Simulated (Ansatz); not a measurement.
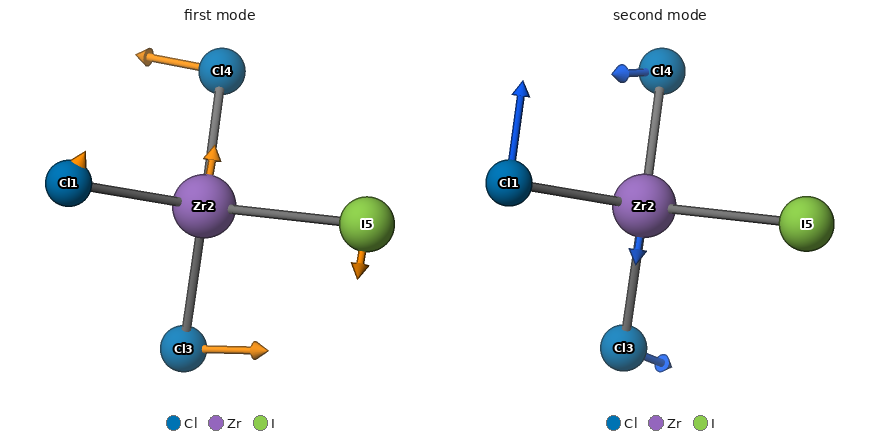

The system is Cl₃IZr, SMILES [Cl][Zr]([Cl])([Cl])[I]; the picture shows the reference structure; its two panels give the patterns of the first and the second mode as arrows. 
- The first coordinate is: normal mode 2 (74 cm⁻¹); the second: normal mode 4 (96 cm⁻¹).
- Nothing is relaxed (straight displacements along the two mass-weighted modes).
- Grid: 9 × 9 points.
- Points are written as (first, second).
- All energies are given in eV relative to the lowest grid point.
- Computed with Ansatz, RKS PBE-D4/def2-SVP.

Its coordinates:

```xyz
5

Cl   -0.7803   -0.2934    2.1979
Zr    0.0044   -0.0935    0.0108
Cl    2.1127   -1.0747   -0.1653
Cl   -1.4775   -1.1342   -1.4589
I     0.1906    2.5221   -0.6259
```

Range: normal mode 2 (74 cm⁻¹) from −4.44 to 4.44 amu½·Å; normal mode 4 (96 cm⁻¹) from −3.94 to 3.94 amu½·Å.

What will the energy surface look like?

Answer. The lowest grid point is at (0.00 amu½·Å, 0.00 amu½·Å). No other kind of well shows on this grid. The highest grid point, (−4.44 amu½·Å, 3.94 amu½·Å), lies 0.628 eV above the lowest.

```
normal mode 4 (96 cm⁻¹) ↓, normal mode 2 (74 cm⁻¹) →  −4.44  −3.33  −2.22  −1.11   0.00   1.11   2.22   3.33   4.44
                                                3.94  0.628  0.487  0.393  0.339  0.316  0.322  0.357  0.423  0.525
                                                2.95  0.447  0.316  0.231  0.183  0.166  0.176  0.213  0.280  0.384
                                                1.97  0.328  0.205  0.127  0.084  0.070  0.081  0.119  0.188  0.293
                                                0.98  0.261  0.144  0.070  0.030  0.017  0.029  0.067  0.136  0.243
                                                0.00  0.238  0.124  0.052  0.013  0.000  0.012  0.051  0.121  0.229
                                               −0.98  0.252  0.140  0.069  0.029  0.017  0.030  0.070  0.142  0.254
                                               −1.97  0.304  0.193  0.121  0.082  0.070  0.084  0.127  0.203  0.322
                                               −2.95  0.398  0.287  0.216  0.177  0.167  0.185  0.232  0.315  0.443
                                               −3.94  0.543  0.434  0.363  0.326  0.319  0.342  0.396  0.489  0.627
```

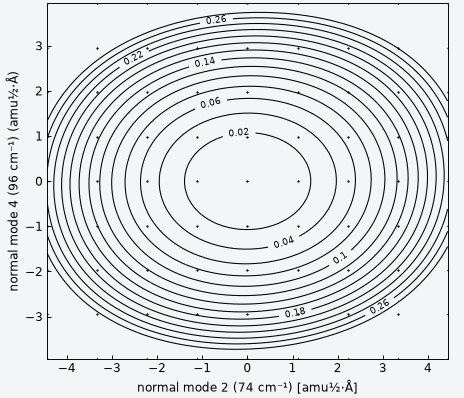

Drawn: contour lines labelled in eV (none above 0.28), dots at the grid points. Between grid points the surface is interpolated.

The whole map (81 points run) took 23 min on 1 thread of Arm Neoverse N1, with other jobs on the host.
